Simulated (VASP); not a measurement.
Band structure of Sr (fcc). These are r2SCAN meta-GGA, VASP's PBE PAW potentials (set 64) (plane waves; VASP 6.6.1) values and carry that method's errors.

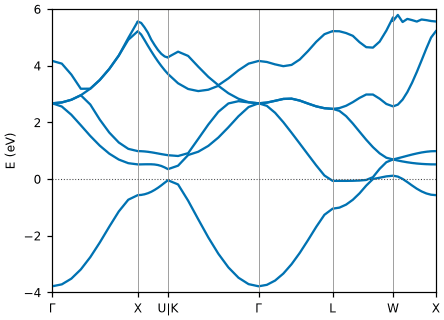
*Bands along high-symmetry lines, zero at the valence-band maximum or, without a gap, the Fermi level*

Q: Read the plot: is there a gap, and where are the band edges?

A: It has no gap at this level: it comes out as a metal or semimetal.

The compound is Sr in the fcc structure. It was relaxed first.
